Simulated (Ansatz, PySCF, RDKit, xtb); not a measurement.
**Solving SiS2, step by step**

Given the formula SiS2 and nothing else, which arrangement of the atoms is the most stable in the gas at 400 K, and what are its properties?

The funnel: GFN2-xTB relaxations, single points with a density functional, relaxations at B3LYP/6-31G*, harmonic vibrations, and a last energy at a higher level. All values are calculated.

7 further runs of the same task are left out: 7 set aside as unsound or not needed.

## 1. Drawing up candidates

A program enumerates the bonding patterns with one Lewis structure each (two rings at most, one unusual centre or charged pair), with their diastereomers. O–O, O–halogen and N–halogen bonds and N–N–N chains are not drawn. That gives 3 candidates.

```
label    SMILES     spin
 c105  [Si]=S=S  triplet
 c271  S=[Si]=S  singlet
 c457  [Si]=S=S  singlet
```

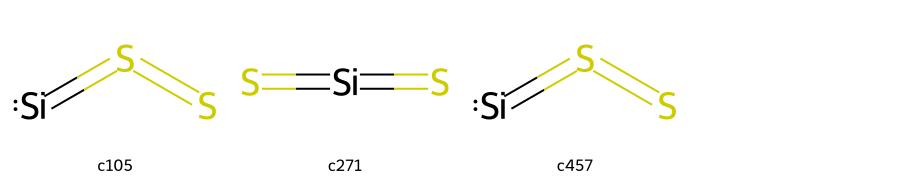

Structural formulas of the candidates.

Candidates are built by distance geometry, with a force field where one applies, in up to four conformers (letters a to d). 2 starts with atoms placed at random are added, to find patterns that the rules miss.

## 2. Cheap relaxation of all starts

All 6 starts are relaxed the same way. One of them, c061 (atoms placed at random), in full:

The input, start.xyz:

```xyz
3
c061
S      0.376500     0.282400    -0.109770
S     -0.993390    -1.095370     0.110890
Si    -0.072430     0.080600     1.668490
```

Command:

```sh
$ xtb start.xyz --gfn 2 --opt
```

Log, shortened:

```text
* xtb version 6.7.1
[...]
          :  # basis functions                  30          :
[...]
          :  # electrons                        16          :
[...]
          :  Hamiltonian                  GFN2-xTB          :
[...]
          :  net charge                          0          :
          :  unpaired electrons                  0          :
[...]
   *** convergence criteria satisfied after 12 iterations ***
[...]
   *** GEOMETRY OPTIMIZATION CONVERGED AFTER 6 ITERATIONS ***
[...]
   *** convergence criteria satisfied after 3 iterations ***
[...]
         ::                     SUMMARY                     ::
         :::::::::::::::::::::::::::::::::::::::::::::::::::::
         :: total energy              -8.217581569764 Eh    ::
         :: gradient norm              0.000606009114 Eh/a0 ::
         :: HOMO-LUMO gap              1.575811296600 eV    ::
         ::.................................................::
         :: SCC energy                -8.234034780852 Eh    ::
         :: -> isotropic ES            0.014303981803 Eh    ::
         :: -> anisotropic ES         -0.001666746423 Eh    ::
         :: -> anisotropic XC          0.005431307936 Eh    ::
         :: -> dispersion             -0.002798036222 Eh    ::
         :: repulsion energy           0.016453211087 Eh    ::
         :: add. restraining           0.000000000000 Eh    ::
         :: total charge              -0.000000000000 e     ::
         :::::::::::::::::::::::::::::::::::::::::::::::::::::
[...]
         8        2.0000           -0.3584122              -9.7529 (HOMO)
         9                         -0.3005022              -8.1771 (LUMO)
[...]
     #   Z          covCN         q      C6AA      α(0)
     1  16          1.843    -0.246   151.602    20.724
     2  16          1.843    -0.247   151.659    20.728
     3  14          1.745     0.493   180.168    28.528
[...]
     #   Z sym  total        # sym  WBO       # sym  WBO       # sym  WBO
 ---------------------------------------------------------------------------
     1  16      2.293 --     3      1.164     2      1.130
     2  16      2.289 --     3      1.159     1      1.130
     3  14      2.323 --     1      1.164     2      1.159
 ---------------------------------------------------------------------------
[...]
molecular dipole:
                 x           y           z       tot (Debye)
 q only:        0.131       0.387       1.718
   full:        0.102       0.300       1.332       3.481
molecular quadrupole (traceless):
[...]
          | TOTAL ENERGY               -8.217581569764 Eh   |
          | GRADIENT NORM               0.000606009114 Eh/α |
          | HOMO-LUMO GAP               1.575811296600 eV   |
           -------------------------------------------------
[...]
```

Wall time 0.045 s (1 thread of Arm Neoverse V1, shared host).

## 3. What the search left

6 of the 6 relaxations converged; 3 ended on a minimum already found. 3 distinct structures remain:

```
label             start    SMILES after     spin  energy (kcal/mol)
c271a             drawn        S=[Si]=S  singlet                0.0
 c878  random and drawn  [Si]1[S][S]1 ‡  singlet               33.3
c105a             drawn    [Si][S][S] ‡  triplet               76.2
```

‡ marks the bonded skeleton alone, with all bonds drawn single: no Lewis structure was assigned that passes a check against the bond lengths.

GFN2-xTB has no spin polarisation, so it can't rank spin states and is rough for open shells.

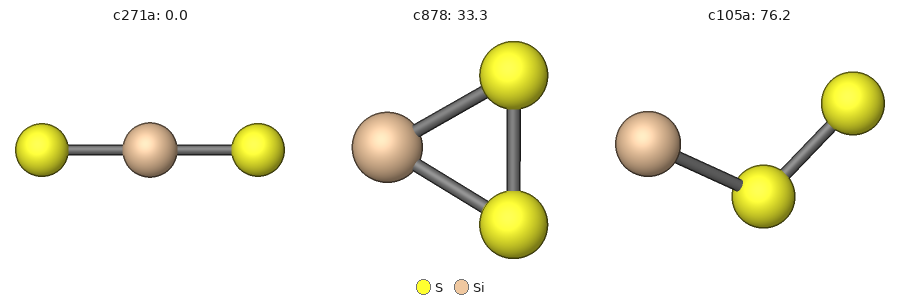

The 3 lowest minima that did not fall apart, with their GFN2-xTB energies in kcal/mol.

## 4. Second filter: single points

A choice of the minima (the low ones first, few conformers of a pattern, up to a cap) and the lowest that fell apart get a single point at r2SCAN-D4/def2-SVP on the tight-binding geometry, and one at HF/STO-3G for comparison. The lowest singlets are also tried as triplets at the same geometry (label ending in t). The first, c271a:

The input, input.yaml:

```yaml
crystal:
  periodic: [false, false, false]
  atoms:
    - symbol: S
      position_ang: [-3.406350, -2.024147, 1.520881]
    - symbol: S
      position_ang: [0.345298, -2.188040, 2.746458]
    - symbol: Si
      position_ang: [-1.530421, -2.106100, 2.133535]
basis:
  gaussian:
    orbitals: def2-SVP
hamiltonian:
  xc: {name: r2SCAN}
  dispersion: d4
scf:
  lower_state_search: off
output: {orbitals: {seedname: orbitals}}
```

Command:

```sh
$ ansatz run input.yaml --threads 1 --pin off --max-ram 2610MiB --events-out events.jsonl --progress --plain --runs-dir runs
```

Log, shortened:

```text
Warning: RAYON_NUM_THREADS=1 ignored (pool sized by the plan → 1); use --threads N
Functional definition: r2SCAN
  name "r2SCAN"
[...]
606 factors; their error is unknown
[...]
mean field -29538.06775795 eV, -1085.5039684834 hartree, gradient 3.6e-6 eV, S^2 0.000000; 0 other end points of the search recorded, 0 dependent functions left out
reference -29538.06776399 eV, -1085.5039687053 hartree; 23, 23 occupied and 31, 31 virtual orbitals, 606 factors
Total energy: -29538.08934481 eV, -1085.5047617858 hartree
Checks for a lower state left out: stability, starts, cluster_reference, orbital_swaps, neighbouring_geometries, increment
```

Wall time 1.6 s (1 thread of Arm Neoverse V1, shared host).

Relative energies in kcal/mol, each column from its lowest structure that stays in one piece:

```
 label          SMILES     spin  GFN2-xTB  HF/STO-3G  r2SCAN-D4/def2-SVP
 c271a        S=[Si]=S  singlet       0.0       18.1                 0.0
  c878  [Si]1[S][S]1 ‡  singlet      33.3        0.0                25.6
 c878t  [Si]1[S][S]1 ‡  triplet         –          –                68.3
 c105a    [Si][S][S] ‡  triplet      76.2       37.0                76.1
c271at        S=[Si]=S  triplet         –          –                79.4
```

‡ marks the bonded skeleton alone, with all bonds drawn single: no Lewis structure was assigned that passes a check against the bond lengths.

## 5. Third filter: density-functional geometries

3 candidates are relaxed at B3LYP/6-31G* (chosen among the lowest in one piece, with other spins of them). The first, c271a:

input.yaml, as its differences from that of step 4:

```diff
@@ -11,8 +11,8 @@
   gaussian:
-    orbitals: def2-SVP
+    orbitals: 6-31G_st_-spherical.json
 hamiltonian:
-  xc: {name: r2SCAN}
-  dispersion: d4
+  xc: {name: B3LYP}
 scf:
-  lower_state_search: off
-output: {orbitals: {seedname: orbitals}}
+  lower_state_search: "off"
+relax:
+  f_tol: 0.003
```

The basis set 6-31G* is read from a file made from the Basis Set Exchange's data (not shown).

Command:

```sh
$ ansatz run input.yaml --threads 1 --pin off --max-ram 2610MiB --events-out events.jsonl --progress --plain --runs-dir runs
```

Log, shortened:

```text
Warning: RAYON_NUM_THREADS=1 ignored (pool sized by the plan → 1); use --threads N
[...]
Functional definition: B3LYP
  name "B3LYP"
[...]
512 factors; integrals over basis functions are off by at most 1.2e-4 eV
[...]
mean field -29548.94009403 eV, -1085.9035194645 hartree, gradient 8.5e-6 eV, S^2 0.000000; 0 other end points of the search recorded, 0 dependent functions left out
[...]
reference -29548.94030205 eV, -1085.9035271092 hartree; 23, 23 occupied and 31, 31 virtual orbitals, 512 factors
relax step   1: F+E_penalty+E_count = -29548.94009403 eV  Δ(F+E_penalty+E_count) = +0.000e0 eV  max|allowed force component| = 9.437e-1 eV/Å  Δτ_max = 0.0000 Å  (13 SCF iters, accepted)
[...]
relax step   2: F+E_penalty+E_count = -29548.97524853 eV  Δ(F+E_penalty+E_count) = -3.515e-2 eV  max|allowed force component| = 2.242e-1 eV/Å  Δτ_max = 0.0439 Å  (20 SCF iters, accepted)
[...]
relax step   3: F+E_penalty+E_count = -29548.97705546 eV  Δ(F+E_penalty+E_count) = -1.807e-3 eV  max|allowed force component| = 1.411e-3 eV/Å  Δτ_max = 0.0078 Å  (21 SCF iters, accepted)
Total energy: -29548.97726293 eV, -1085.9048853964 hartree
Atom 0 at    -3.372017    -2.025647     1.532057 Å, force     0.001411    -0.000062     0.000416 eV/Å
Atom 1 at     0.311025    -2.186543     2.735222 Å, force    -0.001382     0.000060    -0.000497 eV/Å
Atom 2 at    -1.530481    -2.106096     2.133595 Å, force    -0.000029     0.000002     0.000080 eV/Å
Dipole moment:     0.000006    -0.000000    -0.000018 e Å
Checks for a lower state left out: stability, starts, cluster_reference, orbital_swaps, neighbouring_geometries, increment
```

Wall time 4.2 s (1 thread of Arm Neoverse V1, shared host).

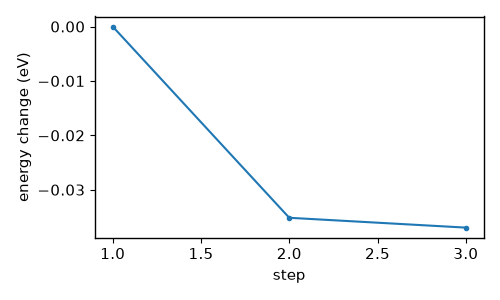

Energy along the run, all evaluated steps.

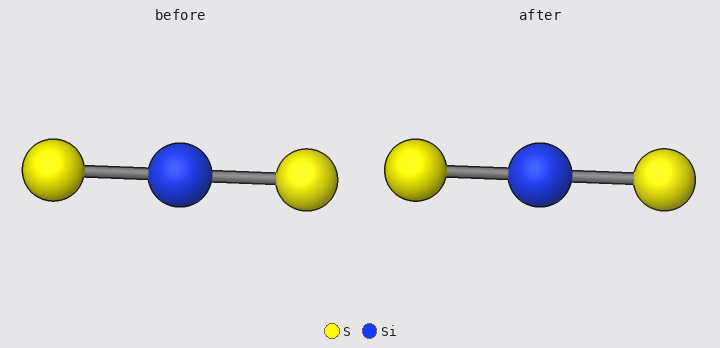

Before and after, at one scale.

After the run. Bond lengths: S1–Si3 1.939 Å, S2–Si3 1.939 Å. Angles: S1–Si3–S2 180.0°.

## 6. Ranking at B3LYP/6-31G*

```
label     spin  r2SCAN-D4/def2-SVP (kcal/mol)  B3LYP/6-31G*, relaxed (kcal/mol)   time
c271a  singlet                            0.0                               0.0  4.2 s
 c878  singlet                           25.6                              19.9  6.9 s
c878t  triplet                           68.3                              55.8   23 s
```

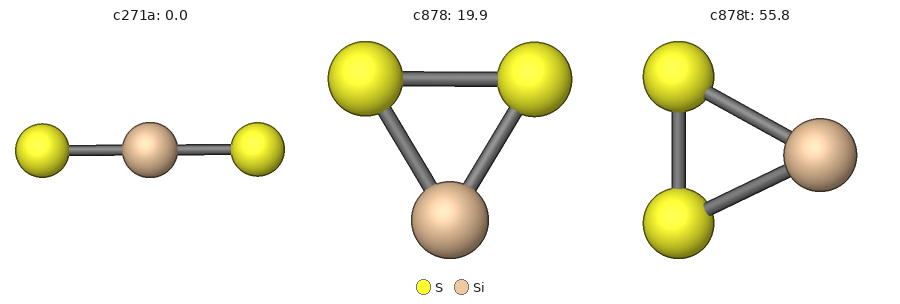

The relaxed structures, with energies at B3LYP/6-31G* in kcal/mol.

## 7. Harmonic analysis of the finalists

The lowest few in one piece go on as finalists. Harmonic vibrations at B3LYP/6-31G* test each finalist and give the zero-point energy and the thermal terms. The first, c271a:

The input, input.yaml:

```yaml
basis:
  gaussian:
    orbitals: 6-31G_st_-spherical.json
crystal:
  periodic: [false, false, false]
  atoms:
    - {symbol: S, position_ang: [0.000000, 0.000000, -1.938962]}
    - {symbol: S, position_ang: [0.000000, 0.000000, 1.938962]}
    - {symbol: Si, position_ang: [0.000000, 0.000000, 0.000000]}
hamiltonian:
  xc: {name: B3LYP}
scf:
  lower_state_search: off
phonons: {}
```

The basis set 6-31G* is read from a file made from the Basis Set Exchange's data (not shown).

Command:

```sh
$ ansatz run input.yaml --threads 1 --pin off --max-ram 2610MiB --events-out events.jsonl --progress --plain --runs-dir runs
```

Log, shortened:

```text
Warning: RAYON_NUM_THREADS=1 ignored (pool sized by the plan → 1); use --threads N
[... 2 set-up lines as earlier in the session ...]
[...]
512 factors; integrals over basis functions are off by at most 1.8e-4 eV
[...]
mean field -29548.97705545 eV, -1085.9048777718 hartree, gradient 5.5e-6 eV, S^2 0.000000; 0 other end points of the search recorded, 0 dependent functions left out
[...]
reference -29548.97726292 eV, -1085.9048853960 hartree; 23, 23 occupied and 31, 31 virtual orbitals, 512 factors
[...]
512 factors; integrals over basis functions are off by at most 1.8e-4 eV
mean field -29548.97705400 eV, -1085.9048777186 hartree, gradient 1.2e-6 eV, S^2 0.000000; 0 other end points of the search recorded, 0 dependent functions left out
[...]
reference -29548.97726147 eV, -1085.9048853428 hartree; 23, 23 occupied and 31, 31 virtual orbitals, 512 factors
[...]
reference -29548.97708067 eV, -1085.9048786987 hartree; 23, 23 occupied and 31, 31 virtual orbitals, 512 factors
[...]
512 factors; integrals over basis functions are off by at most 1.8e-4 eV
[...]
mean field -29548.97687321 eV, -1085.9048710745 hartree, gradient 1.6e-6 eV, S^2 0.000000; 0 other end points of the search recorded, 0 dependent functions left out
[...]
reference -29548.97708067 eV, -1085.9048786987 hartree; 23, 23 occupied and 31, 31 virtual orbitals, 512 factors
Total energy: -29548.97726292 eV, -1085.9048853960 hartree
Atom 0 at     0.000000     0.000000    -1.938962 Å, force    -0.000000     0.000000     0.001468 eV/Å
Atom 1 at     0.000000     0.000000     1.938962 Å, force    -0.000000    -0.000000    -0.001468 eV/Å
Atom 2 at     0.000000     0.000000     0.000000 Å, force     0.000000     0.000000     0.000000 eV/Å
Dipole moment:     0.000000    -0.000000     0.000000 e Å
Vibrations: 160.54 160.54 504.13 902.18 cm⁻¹, zero-point energy 0.107084 eV
Checks for a lower state left out: stability, starts, cluster_reference, orbital_swaps, neighbouring_geometries, increment
```

Run time: 15 s. Hardware: 1 thread of Arm Neoverse V1, shared host.

## 8. Zero-point energy and free-energy terms

At 400 K and 1 atm, ideal gas, rigid rotor and harmonic oscillator:

```
label          SMILES     spin  point group  lowest mode (cm⁻¹)  zero-point (kcal/mol)  G − E (kcal/mol)
c271a        S=[Si]=S  singlet          D∞h                 161                    2.5             -19.4
 c878  [Si]1[S][S]1 ‡  singlet          C2v                 390                    2.0             -21.5
c878t  [Si]1[S][S]1 ‡  triplet          C2v                 286                    1.8             -22.8
```

‡ marks the bonded skeleton alone, with all bonds drawn single: no Lewis structure was assigned that passes a check against the bond lengths.

## 9. Energies at the top level

Single points at CCSD(T)/def2-TZVPP on the refined geometries decide the order.

c271a, CCSD(T)/def2-TZVPP:

The input, input.yaml:

```yaml
crystal:
  periodic: [false, false, false]
  atoms:
    - symbol: S
      position_ang: [0.000000, 0.000000, -1.938962]
    - symbol: S
      position_ang: [0.000000, 0.000000, 1.938962]
    - symbol: Si
      position_ang: [0.000000, 0.000000, 0.000000]
basis:
  gaussian:
    orbitals: def2-TZVPP
correlation:
  method: ccsd_t
  frozen_orbitals: {Si: 5, S: 5}
```

Command:

```sh
$ ansatz run input.yaml --threads 1 --pin off --max-ram 2610MiB --events-out events.jsonl --progress --plain --runs-dir runs
```

Log, shortened:

```text
Warning: RAYON_NUM_THREADS=1 ignored (pool sized by the plan → 1); use --threads N
Functional definition: HF
  name "HF"
[...]
731 factors; integrals over basis functions are off by at most 8.9e-4 eV
[...]
mean field -29499.08773371 eV, -1084.0714790141 hartree, gradient 1.2e-6 eV, S^2 0.000000; 0 other end points of the search recorded, 0 dependent functions left out
15 core orbitals not correlated: weight in the atoms' cores, before any rotation towards them, 1.000 or more for the frozen orbitals, at most 0.000 for the correlated occupied ones
reference -29499.08773371 eV, -1084.0714790141 hartree; 8, 8 occupied and 103, 103 virtual orbitals, 731 factors
second order -11.87179390 eV of doubles, -0.00000000 eV of singles
cycle   1  -12.15691343 eV  change   -2.9e-1 eV  update   1.1e-1
[...]
cycle   9  -12.58826468 eV  change    1.9e-6 eV  update   1.3e-5
perturbative correction -0.79712287 eV, -0.0292937252 hartree
Total energy: -29512.47312126 eV, -1084.5633829337 hartree
```

Run time: 6 s. Hardware: 1 thread of Arm Neoverse V1, shared host; peak memory 0.39 GiB.

## 10. c878 at CCSD(T)/def2-TZVPP

The input, input.yaml:

```yaml
crystal:
  periodic: [false, false, false]
  atoms:
    - {symbol: S, position_ang: [-0.387012, -0.719545, 0.411154]}
    - {symbol: S, position_ang: [1.278780, -0.236110, -0.945011]}
    - {symbol: Si, position_ang: [-0.573678, 0.835353, -1.051154]}
basis:
  gaussian: {orbitals: def2-TZVPP}
correlation: {method: ccsd_t, frozen_orbitals: {Si: 5, S: 5}}
```

Command:

```sh
$ ansatz run input.yaml --threads 1 --pin off --max-ram 2610MiB --events-out events.jsonl --progress --plain --runs-dir runs
```

Log, shortened:

```text
Warning: RAYON_NUM_THREADS=1 ignored (pool sized by the plan → 1); use --threads N
[... 2 set-up lines as earlier in the session ...]
[...]
736 factors; integrals over basis functions are off by at most 8.6e-4 eV
[...]
mean field -29498.11094382 eV, -1084.0355826476 hartree, gradient 2.7e-6 eV, S^2 0.000000; 0 other end points of the search recorded, 0 dependent functions left out
15 core orbitals not correlated: weight in the atoms' cores, before any rotation towards them, 1.000 or more for the frozen orbitals, at most 0.000 for the correlated occupied ones
reference -29498.11094382 eV, -1084.0355826476 hartree; 8, 8 occupied and 103, 103 virtual orbitals, 736 factors
second order -11.87309682 eV of doubles, -0.00000000 eV of singles
cycle   1  -12.22976141 eV  change   -3.6e-1 eV  update   1.1e-1
[...]
cycle  11  -12.72336540 eV  change   -1.3e-5 eV  update   6.8e-6
perturbative correction -0.79351989 eV, -0.0291613179 hartree
Total energy: -29511.62782911 eV, -1084.5323190199 hartree
```

Wall time 6.6 s (1 thread of Arm Neoverse V1, shared host); peak memory 0.39 GiB.

## 11. The ranking

Energies in kcal/mol from c271a; G adds the thermal terms to the CCSD(T)/def2-TZVPP energy. The columns left of the relaxed level are at the tight-binding geometries.

```
label          SMILES     spin  r2SCAN-D4/def2-SVP  B3LYP/6-31G*  HF/def2-TZVPP  MP2/def2-TZVPP  CCSD(T)/def2-TZVPP     G  share at equilibrium     T1
c271a        S=[Si]=S  singlet                 0.0           0.0            0.0             0.0                 0.0   0.0               100.0 %  0.018
 c878  [Si]1[S][S]1 ‡  singlet                25.6          19.9           22.5            22.5                19.5  17.4               < 0.1 %  0.019
c878t  [Si]1[S][S]1 ‡  triplet                68.3          55.8           49.5            63.4                58.9  55.5               < 0.1 %  0.021
```

‡ marks the bonded skeleton alone, with all bonds drawn single: no Lewis structure was assigned that passes a check against the bond lengths.

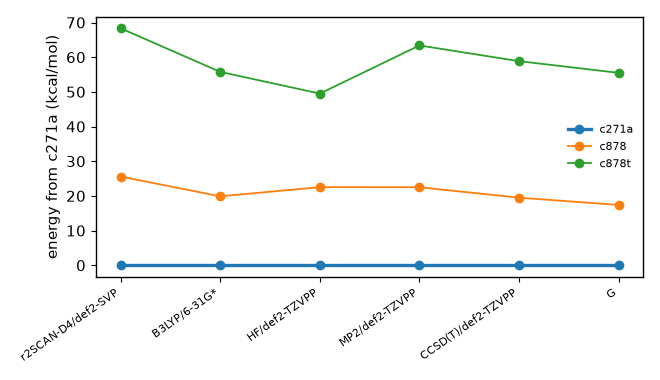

The finalists at each level, measured from c271a.

Lowest found: c271a, `S=[Si]=S`, a singlet of point group D∞h. Bond lengths: S1–Si3 1.939 Å, S2–Si3 1.939 Å. Angles: S1–Si3–S2 180.0°.

```xyz
3

S     0.0000    0.0000   -1.9390
S     0.0000    0.0000    1.9390
Si    0.0000    0.0000    0.0000
```

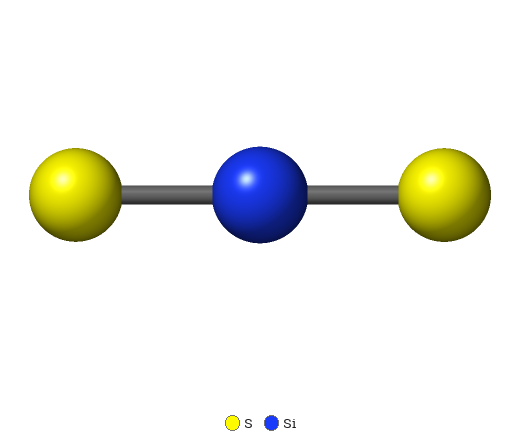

The lowest structure found, seen from a chosen angle (sulfur yellow, silicon blue).

## 12. Density, orbitals and dipole (PBE0/def2-TZVPD)

The input, input.yaml:

```yaml
crystal:
  periodic: [false, false, false]
  atoms:
    - {symbol: S, position_ang: [0.000000, 0.000000, -1.938962]}
    - {symbol: S, position_ang: [0.000000, 0.000000, 1.938962]}
    - {symbol: Si, position_ang: [0.000000, 0.000000, 0.000000]}
basis:
  gaussian:
    orbitals: def2-TZVPD
hamiltonian:
  xc: {name: PBE0}
output:
  forces: true
  orbitals: {seedname: orbitals}
```

Command:

```sh
$ ansatz run input.yaml --threads 1 --pin off --max-ram 2610MiB --events-out events.jsonl --progress --plain --runs-dir runs
```

Log, shortened:

```text
Warning: RAYON_NUM_THREADS=1 ignored (pool sized by the plan → 1); use --threads N
Functional definition: PBE0
  name "PBE0"
[...]
926 factors; their error is unknown
[...]
mean field -29539.54339091 eV, -1085.5581969944 hartree, gradient 6.5e-6 eV, S^2 0.000000; 0 other end points of the search recorded, 0 dependent functions left out
[...]
reference -29539.54343133 eV, -1085.5581984798 hartree; 23, 23 occupied and 112, 112 virtual orbitals, 926 factors
Total energy: -29539.54343133 eV, -1085.5581984798 hartree
Atom 0 at     0.000000     0.000000    -1.938962 Å, force    -0.000000    -0.000000     0.635691 eV/Å
Atom 1 at     0.000000     0.000000     1.938962 Å, force    -0.000000    -0.000000    -0.635691 eV/Å
Atom 2 at     0.000000     0.000000     0.000000 Å, force     0.000000     0.000000    -0.000000 eV/Å
Dipole moment:    -0.000000    -0.000000     0.000000 e Å
```

Wall time 5.1 s (1 thread of Arm Neoverse V1, shared host).

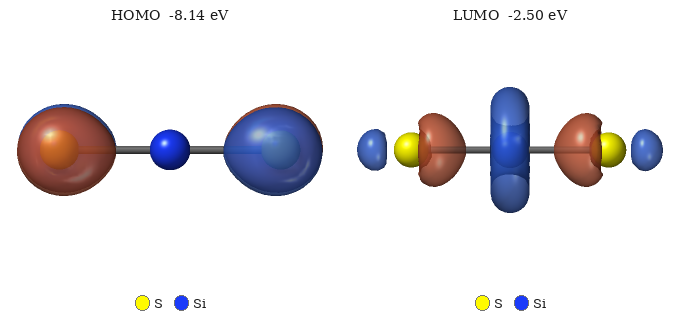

Frontier orbitals of this run, surfaces at ±0.2 Å^-3/2.

(Part 1 of 2 ends here.)
